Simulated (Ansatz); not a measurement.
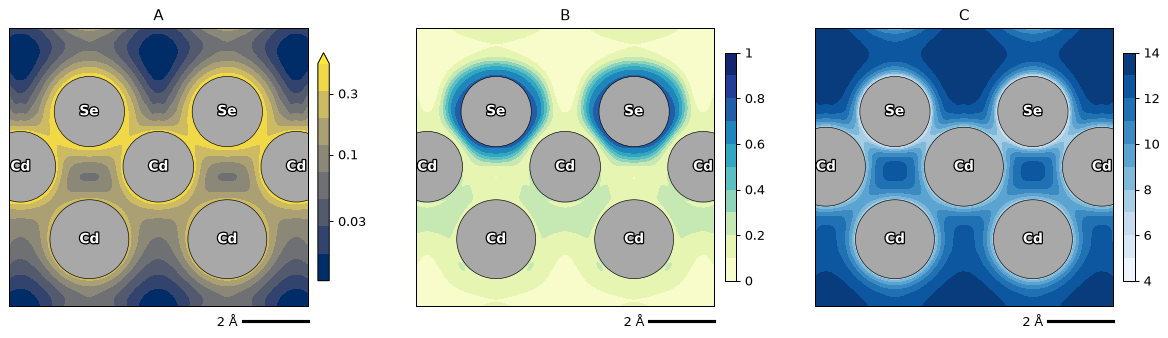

Cd4Se: 3 fields on the (010) plane of the conventional cell, with unlabelled colour scales. Grey discs cover the atomic cores.

Space group P-4m2; a generated structure, not necessarily the stable one.

All numbers below come from DFT PBE, scalar-relativistic, plane waves, PAW in Ansatz 0.2.0.

Which field does each panel show? The fields are: electron localisation function, electrostatic potential energy of an electron and valence pseudo-density.

Answer. Panel A: valence pseudo-density. Panel B: electron localisation function. Panel C: electrostatic potential energy of an electron (low next to the atoms, rising into the space between them). From the grid: Cd–Se (2.71 Å): ρ is about 0.34 e/Å³ halfway; the ELF is about 0.40 at the midpoint and 0.15 at its lowest between the atoms.
